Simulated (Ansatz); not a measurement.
# C2H5F (SMILES CCF): levels of theory compared

We compute a comparison of 6 runs (HF/3-21G, B2PLYP/aug-cc-pVDZ, RPA@PBE/aug-cc-pVDZ, RPA@PBE0/aug-cc-pVDZ, MP2/aug-cc-pVDZ, CCSD(T)/aug-cc-pVDZ) of C2H5F. 

Program for the calculation: Ansatz 0.2.0.

52 further runs of the same task are left out: 52 set aside as unsound or not needed.

### Step 1. Starting point

The species is C2H5F (8 atoms), meant as a singlet with charge 0. As SMILES, `CCF`. The C1–H5 distance was set to 1.637 Å, away from the relaxed value. At this shape a bond of the SMILES string is far longer than usual.

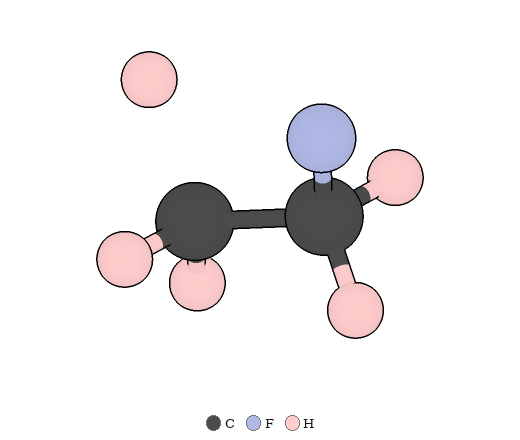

The structure, seen from a chosen angle (carbon dark grey, fluorine light blue, hydrogen pink).

### Step 2. The energy at HF/3-21G (run 1)

The input, run.yaml:

```yaml
crystal:
  periodic: [false, false, false]
  atoms:
    - {symbol: C, position_ang: [-0.656833, 0.351117, 0.183265]}
    - {symbol: C, position_ang: [0.153267, -0.814883, 0.678365]}
    - {symbol: F, position_ang: [1.438167, -0.402183, 0.994365]}
    - {symbol: H, position_ang: [-1.669033, 0.021617, -0.064735]}
    - {symbol: H, position_ang: [0.018600, 0.998500, -1.160400]}
    - {symbol: H, position_ang: [-0.725433, 1.127217, 0.947665]}
    - {symbol: H, position_ang: [0.238867, -1.597283, -0.081935]}
    - {symbol: H, position_ang: [-0.281433, -1.251783, 1.582665]}
basis:
  gaussian: {orbitals: 3-21G.json}
hamiltonian: {xc: hf}
accuracy: high
output: {orbitals: {seedname: orbitals}}
```

The basis set 3-21G is read from a file made from the Basis Set Exchange's data (not shown).

Launch:

```
$ ansatz run run.yaml --threads 1 --pin off --max-ram 3480MiB --events-out events.jsonl --progress --plain --runs-dir runs
```

Output:

```text
Warning: RAYON_NUM_THREADS=1 ignored (pool sized by the plan → 1); use --threads N
Functional definition: HF
  name "HF"
  exchange = exact_x
  correlation = 0
836 factors; integrals over basis functions are off by at most 1.0e-8 eV
mean field evaluation 1: about -4815.8278 eV, gradient 2.2e1 eV
mean field evaluation 2: about -4815.8157 eV, gradient 2.2e1 eV
mean field evaluation 4: about -4817.0088 eV, gradient 2.1e0 eV
mean field evaluation 8: about -4817.0243 eV, gradient 1.6e-1 eV
mean field evaluation 16: about -4817.0244 eV, gradient 4.3e-9 eV
mean field -4817.02442324 eV, -177.0223824578 hartree, gradient 4.3e-9 eV, S^2 0.000000; 0 other end points of the search recorded, 0 dependent functions left out
reference -4817.02442324 eV, -177.0223824578 hartree; 13, 13 occupied and 24, 24 virtual orbitals, 836 factors
Total energy: -4817.02442324 eV, -177.0223824578 hartree
```

Wall time 0.24 s (1 thread of Intel Xeon Platinum 8375C at 2.90GHz (Ice Lake), shared host).

### Step 3. The energy at B2PLYP/aug-cc-pVDZ (run 2)

The input, run.yaml:

```yaml
crystal:
  periodic: [false, false, false]
  atoms:
    - symbol: C
      position_ang: [-0.656833, 0.351117, 0.183265]
    - symbol: C
      position_ang: [0.153267, -0.814883, 0.678365]
    - symbol: F
      position_ang: [1.438167, -0.402183, 0.994365]
    - symbol: H
      position_ang: [-1.669033, 0.021617, -0.064735]
    - symbol: H
      position_ang: [0.018600, 0.998500, -1.160400]
    - symbol: H
      position_ang: [-0.725433, 1.127217, 0.947665]
    - symbol: H
      position_ang: [0.238867, -1.597283, -0.081935]
    - symbol: H
      position_ang: [-0.281433, -1.251783, 1.582665]
basis:
  gaussian: {orbitals: aug-cc-pVDZ}
hamiltonian: {xc: {name: B2PLYP}}
correlation: {frozen_orbitals: {C: 1, F: 1, H: 0}}
accuracy: high
output: {orbitals: {seedname: orbitals}}
```

Launch:

```
$ ansatz run run.yaml --threads 1 --pin off --max-ram 3480MiB --events-out events.jsonl --progress --plain --runs-dir runs
```

Output, shortened:

```text
Warning: RAYON_NUM_THREADS=1 ignored (pool sized by the plan → 1); use --threads N
Functional definition: B2PLYP
  name "B2PLYP"
[...]
2308 factors; integrals over basis functions are off by at most 3.3e-9 eV
[...]
mean field -4862.03048026 eV, -178.6763245471 hartree, gradient 5.7e-8 eV, S^2 0.000000; 0 other end points of the search recorded, 0 dependent functions left out
3 core orbitals not correlated: weight in the atoms' cores, before any rotation towards them, 1.000 or more for the frozen orbitals, at most 0.000 for the correlated occupied ones
reference -4862.03051087 eV, -178.6763256718 hartree; 10, 10 occupied and 101, 101 virtual orbitals, 2308 factors
second order -17.00929109 eV of doubles, -0.00000000 eV of singles
Total energy: -4866.62301946 eV, -178.8450972497 hartree
```

It took 9.3 s on 1 thread of Intel Xeon Platinum 8375C at 2.90GHz (Ice Lake), shared host; peak memory 0.38 GiB.

Runs 3 to 4 aren't shown in full; the table further down has their settings and results.

### Step 4. A single-point energy at MP2/aug-cc-pVDZ (run 5)

The input, input.yaml:

```yaml
basis:
  gaussian:
    orbitals: aug-cc-pVDZ
crystal:
  periodic: [false, false, false]
  atoms:
    - {symbol: C, position_ang: [-0.656833, 0.351117, 0.183265]}
    - {symbol: C, position_ang: [0.153267, -0.814883, 0.678365]}
    - {symbol: F, position_ang: [1.438167, -0.402183, 0.994365]}
    - {symbol: H, position_ang: [-1.669033, 0.021617, -0.064735]}
    - {symbol: H, position_ang: [0.018600, 0.998500, -1.160400]}
    - {symbol: H, position_ang: [-0.725433, 1.127217, 0.947665]}
    - {symbol: H, position_ang: [0.238867, -1.597283, -0.081935]}
    - {symbol: H, position_ang: [-0.281433, -1.251783, 1.582665]}
accuracy: high
correlation:
  method: mp2
  frozen_orbitals: {C: 1, F: 1, H: 0}
```

Launch:

```
$ ansatz run input.yaml --threads 1 --pin off --max-ram 3480MiB --events-out events.jsonl --progress --plain --runs-dir runs
```

Output:

```text
Warning: RAYON_NUM_THREADS=1 ignored (pool sized by the plan → 1); use --threads N
[... 4 set-up lines as earlier in the session ...]
2308 factors; integrals over basis functions are off by at most 3.3e-9 eV
mean field evaluation 1: about -4841.9627 eV, gradient 2.8e1 eV
mean field evaluation 2: about -4841.9633 eV, gradient 2.8e1 eV
mean field evaluation 4: about -4844.1540 eV, gradient 2.8e0 eV
mean field evaluation 8: about -4844.1887 eV, gradient 2.7e-4 eV
mean field -4844.18871628 eV, -178.0206518141 hartree, gradient 1.4e-8 eV, S^2 0.000000; 0 other end points of the search recorded, 0 dependent functions left out
3 core orbitals not correlated: weight in the atoms' cores, before any rotation towards them, 1.000 or more for the frozen orbitals, at most 0.000 for the correlated occupied ones
reference -4844.18871628 eV, -178.0206518141 hartree; 10, 10 occupied and 101, 101 virtual orbitals, 2308 factors
second order -13.95580750 eV of doubles, -0.00000000 eV of singles
Total energy: -4858.14452377 eV, -178.5335182800 hartree
```

It took 3.9 s on 1 thread of Intel Xeon Platinum 8375C at 2.90GHz (Ice Lake), shared host; peak memory 0.35 GiB.

### Step 5. A single-point energy at CCSD(T)/aug-cc-pVDZ (run 6)

The input, run.yaml:

```yaml
crystal:
  periodic: [false, false, false]
  atoms:
    - {symbol: C, position_ang: [-0.656833, 0.351117, 0.183265]}
    - {symbol: C, position_ang: [0.153267, -0.814883, 0.678365]}
    - {symbol: F, position_ang: [1.438167, -0.402183, 0.994365]}
    - {symbol: H, position_ang: [-1.669033, 0.021617, -0.064735]}
    - {symbol: H, position_ang: [0.018600, 0.998500, -1.160400]}
    - {symbol: H, position_ang: [-0.725433, 1.127217, 0.947665]}
    - {symbol: H, position_ang: [0.238867, -1.597283, -0.081935]}
    - {symbol: H, position_ang: [-0.281433, -1.251783, 1.582665]}
basis:
  gaussian: {orbitals: aug-cc-pVDZ}
scf: {omitted_lower_state_checks: [cluster_reference, increment]}
correlation: {method: ccsd_t, frozen_orbitals: {C: 1, F: 1, H: 0}}
accuracy: high
```

Launch:

```
$ ansatz run run.yaml --threads 1 --pin off --max-ram 3480MiB --events-out events.jsonl --progress --plain --runs-dir runs
```

Output, shortened:

```text
Warning: RAYON_NUM_THREADS=1 ignored (pool sized by the plan → 1); use --threads N
[... 2 set-up lines as earlier in the session ...]
[...]
2308 factors; integrals over basis functions are off by at most 3.3e-9 eV
[...]
mean field -4844.18871628 eV, -178.0206518141 hartree, gradient 1.4e-8 eV, S^2 0.000000; 0 other end points of the search recorded, 0 dependent functions left out
3 core orbitals not correlated: weight in the atoms' cores, before any rotation towards them, 1.000 or more for the frozen orbitals, at most 0.000 for the correlated occupied ones
reference -4844.18871628 eV, -178.0206518141 hartree; 10, 10 occupied and 101, 101 virtual orbitals, 2308 factors
second order -13.95580750 eV of doubles, -0.00000000 eV of singles
cycle   1  -14.46878770 eV  change   -5.1e-1 eV  update   9.2e-2
[...]
cycle  21  -14.97587738 eV  change   -1.5e-9 eV  update   1.1e-9
perturbative correction -0.44598390 eV, -0.0163896060 hartree
Total energy: -4859.61057756 eV, -178.5873947629 hartree
Checks for a lower state left out: cluster_reference, increment
```

It took 23 s on 1 thread of Intel Xeon Platinum 8375C at 2.90GHz (Ice Lake), shared host; peak memory 1.1 GiB.

### Step 6. All runs side by side

```csv
run,level,frozen core orbitals,energy (Eh),wall time
1,HF/3-21G,–,-177.022382,0.24 s
2,B2PLYP/aug-cc-pVDZ,3,-178.845097,9.3 s
3,RPA@PBE/aug-cc-pVDZ,3,-178.822038,10 s
4,RPA@PBE0/aug-cc-pVDZ,3,-178.760747,11 s
5,MP2/aug-cc-pVDZ,3,-178.533518,3.9 s
6,CCSD(T)/aug-cc-pVDZ,3,-178.587395,23 s
```

### Step 7. Outcome

| quantity | value |
| --- | --- |
| run 6: total energy | -178.58739 Eh |
| run 6: correlation energy (3 core orbitals frozen) | -566.7 mEh |
| run 6: (T) correction | -16.39 mEh |
| run 6: T1 diagnostic | 0.013 |

All runs together took 58 s, the longest 23 s.
